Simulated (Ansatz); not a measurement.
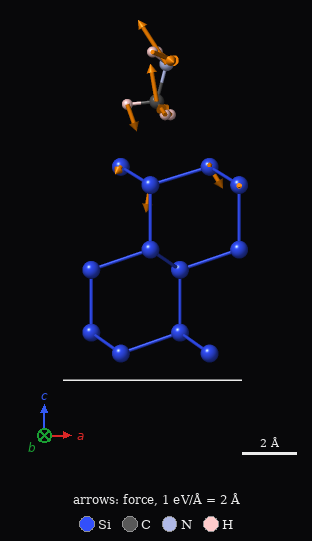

Starting geometry of a slab of composition Si24H5CN (cut from the Fd-3m phase) with the computed forces as orange arrows. The picture is a ball-and-stick view of the cell of the calculation, outlined in the plane, without the vacuum (origin shifted), seen along the b axis.

Case: 1 MeNH2 a cell, inverted, over a bridge Si-Si site. The slab is the (1 1 1) face of Si with MeNH2 on it. 12 atoms are held fixed.

All numbers below come from DFT PBE+D3(BJ), scalar-relativistic, plane waves, PAW in Ansatz 0.2.0. Settings: plane-wave cutoff 420 eV; k-point mesh 3 × 3 × 1; occupations gaussian; smearing width 0.05 eV; no spin polarisation; dipole correction; atoms relaxed in a fixed cell; force threshold 0.04 eV/Å; at most 100 steps.

Is this structure relaxed? If not, where do the atoms go?

It isn't relaxed: the largest force vector, on the N atom, is 0.99 eV/Å. The final displacements have little in common with the starting forces (cosine between the two patterns 0.11). The largest moves, 1.39 Å, are those of H atoms. Largest moves by element: H 1.39 Å, C 1.23 Å, N 1.12 Å, Si 0.51 Å. The cell stays as it was. Near-neighbour distances that change, for instance: Si–Si 2.316 → 2.350 Å, Si–Si 2.415 → 2.388 Å, H–N 1.046 → 1.020 Å, C–H 1.110 → 1.100 Å. Among the angles between lasting bonds that change: Si–Si–Si 107.2° → 89.5°, Si–Si–Si 107.2° → 91.6°, Si–Si–Si 107.2° → 92.6°. The energy falls by 0.503 eV per cell of the calculation in 35 accepted moves (36 points after the start). The largest force component goes from 0.92 to 0.033 eV/Å. 1 step only repeated the SCF at the same geometry. The forces were under the threshold at step 8, but the run went on from there. Cost: 31 min on 2 threads of Arm Neoverse V1, with other jobs on the host, peak memory 1.9 GiB.

Limits of the set-up: the periodic images lie only 7.7 Å apart, so the values are limited by the cell's size.
